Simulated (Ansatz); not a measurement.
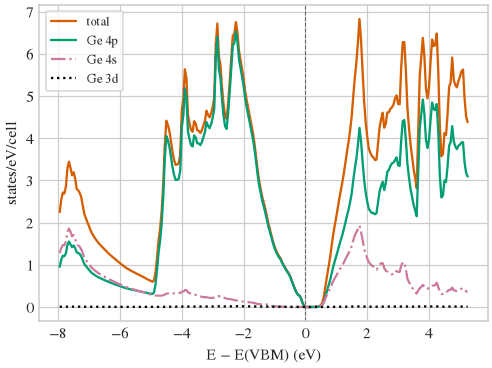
Total and projected density of states of Ge in space group P6_3/mmc (No. 194; Ge on 4e, Ge on 4f), r²SCAN in the plane-wave PAW code Ansatz

**Question.** Which orbitals carry the states next to the gap?

**Answer.** Top 1 eV of the valence band: Ge 4p 98 %. Bottom 1 eV of the conduction band: Ge 4p 56 %, Ge 4s 35 %, outside the projected shells 8 %. Projections are on Löwdin-orthogonalised atomic valence shells; empty p or d shells of many metals are not among them.

**Question.** Where is the tallest occupied peak in this window, and what makes it?

**Answer.** Near -2.2 eV, about 6.8 states/eV per cell; the largest projected share is Ge 4p.

The first step of the workflow began from a Materials Project structure, measured or hypothetical; the Crystallography Open Database copy checked does not list it. It is not the phase usual at ambient conditions (space group No. 227). The cell was relaxed with r²SCAN under the symmetry of its start; of distortions, only those at the zone centre were tested. Scalar-relativistic: spin–orbit coupling is off unless named, which matters more the heavier the elements.

Potentials: the earlier of the program's two PAW sets.
